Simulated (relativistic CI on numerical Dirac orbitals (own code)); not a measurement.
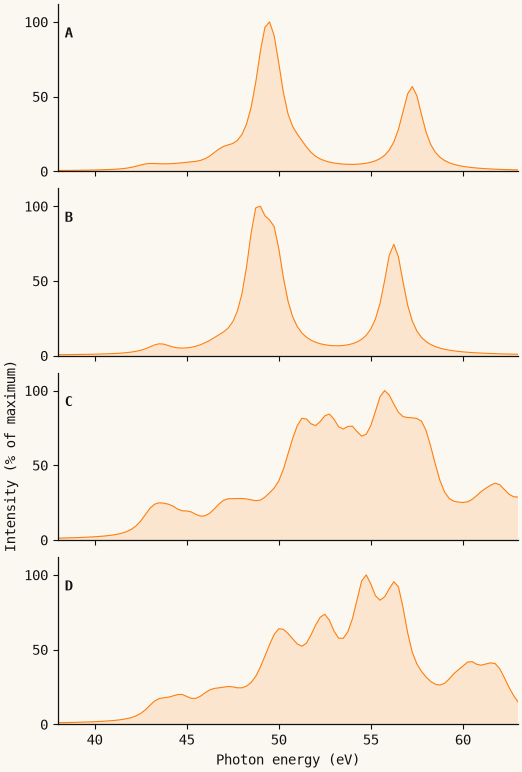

M₂,₃ X-ray absorption of Cr²⁺ (chromium, Z = 24), [Ar] 3d⁴, in 4 environments. Multiplet model: relativistic Dirac–Coulomb–Breit theory, one configuration a step, Slater integrals scaled by 0.8, 300 K, Voigt broadening (Lorentzian 1.2 eV, Gaussian 0.3 eV full widths), computed with a radial Dirac CI code.

(1) a field of Oh symmetry with 10Dq = 11,400 cm⁻¹
(2) a field of Oh symmetry with 10Dq = 31,850 cm⁻¹
(3) no crystal field (free ion)
(4) a field of Oh symmetry with 10Dq = 23,700 cm⁻¹

**Match the spectra to the environments.**

A is (1), ground-state S = 2.00, maxima at 49.4 eV (100) and 57.2 eV (57); B is (3), ground-state S = 2.00, maxima at 43.6 eV (8), 48.9 eV (100) and 56.2 eV (75); C is (2), ground-state S = 1.00, maxima at 43.6 eV (25), 47.9 eV (28), 51.4 eV (81), 52.7 eV (84), 53.9 eV (76), 55.8 eV (100) and 61.8 eV (38); D is (4), ground-state S = 1.01, maxima at 44.6 eV (20), 47.3 eV (25), 50.1 eV (64), 52.5 eV (74), 54.7 eV (100), 56.3 eV (95), 60.4 eV (42) and 61.5 eV (41) (heights in % of each maximum).

Limits of the model: free-ion energies, so absolute edge positions are off by a few eV from solids; core and valence shell share one n, so the strongest features autoionise and are far broader and can lie several eV off in experiment.
